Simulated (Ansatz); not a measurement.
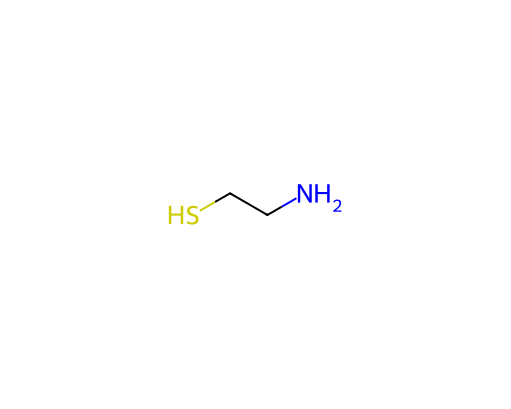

Skeletal drawing of a molecule.

> Write the SMILES.

NCCS

> Give the formula, hydrogens included.

C2H7NS.

> An optimisation with PBE0-D4/def2-TZVP gave a structure of which point group?

C1. Other conformers may differ.

More results for the same structure follow; atom numbers are the same in all pictures, views and colours differ. The geometry was computed by an optimisation with PBE0-D4/def2-TZVP.

Geometry

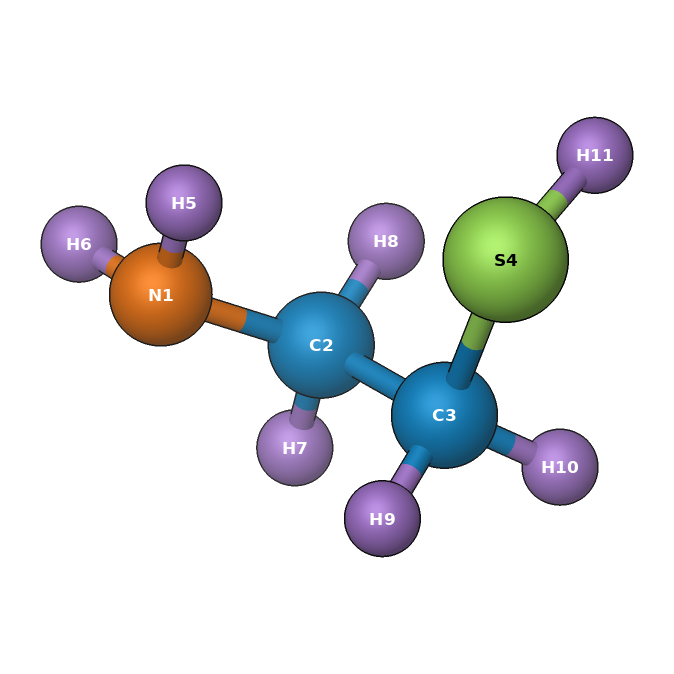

Numbered structure.

Give the bond lengths.

```json
{"bond": "N1–C2", "length (Å)": "1.448", "order": "single"}
{"bond": "N1–H5", "length (Å)": "1.014", "order": "single"}
{"bond": "N1–H6", "length (Å)": "1.011", "order": "single"}
{"bond": "C2–C3", "length (Å)": "1.515", "order": "single"}
{"bond": "C2–H7", "length (Å)": "1.096", "order": "single"}
{"bond": "C2–H8", "length (Å)": "1.103", "order": "single"}
{"bond": "C3–S4", "length (Å)": "1.815", "order": "single"}
{"bond": "C3–H9", "length (Å)": "1.092", "order": "single"}
{"bond": "C3–H10", "length (Å)": "1.091", "order": "single"}
{"bond": "S4–H11", "length (Å)": "1.344", "order": "single"}
```

Electronic properties

Level of theory: RKS ωB97M-V/def2-TZVPP (Ansatz 0.2.0).

Predict the main results.

- dipole moment: 2.03 D
- HOMO energy (Kohn–Sham orbital): −9.07 eV
- LUMO energy (Kohn–Sham orbital): 2.23 eV
- HOMO–LUMO gap: 11.30 eV

Vibrations

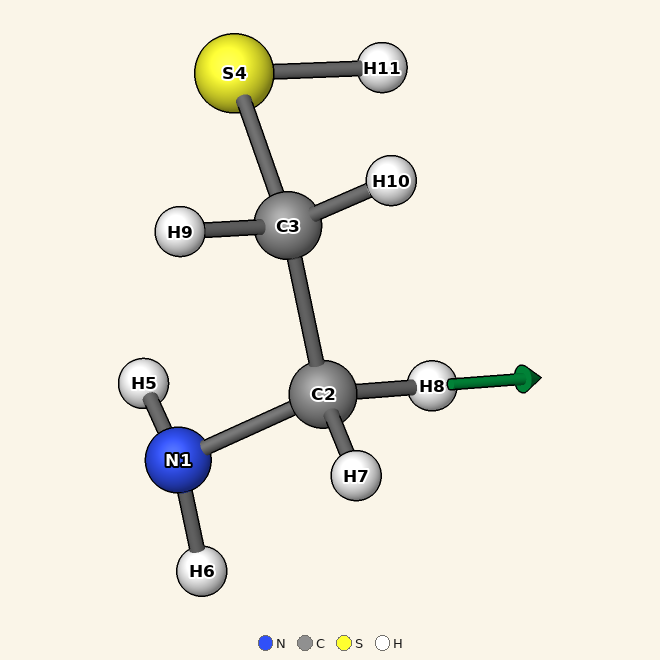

The arrows show one normal mode. Harmonic vibrations computed with RKS PBE0-D4/def2-TZVP (Ansatz 0.2.0) at a stationary point of the same level.

> Describe the motion.

Mostly C–H stretching.

> At what wavenumber does it lie?

2956 cm⁻¹; it is mode 22 of 27 counted from the lowest.

Charges

The questions are on Mulliken charges. Level of theory: RKS PBE0-D4/def2-TZVP (Ansatz 0.2.0).

> Which atom carries the highest charge (most positive or least negative)?

H5 (0.23 e).

> And the lowest?

N1 (−0.52 e).

Give the Mulliken charges atom by atom.

```json
{"atom": "N1", "value (e)": "−0.52"}
{"atom": "C2", "value (e)": "−0.09"}
{"atom": "C3", "value (e)": "−0.20"}
{"atom": "S4", "value (e)": "−0.24"}
{"atom": "H5", "value (e)": "0.23"}
{"atom": "H6", "value (e)": "0.22"}
{"atom": "H7", "value (e)": "0.10"}
{"atom": "H8", "value (e)": "0.09"}
{"atom": "H9", "value (e)": "0.13"}
{"atom": "H10", "value (e)": "0.14"}
{"atom": "H11", "value (e)": "0.14"}
```

Mulliken values depend strongly on the basis set and can even reverse the polarity of a bond.
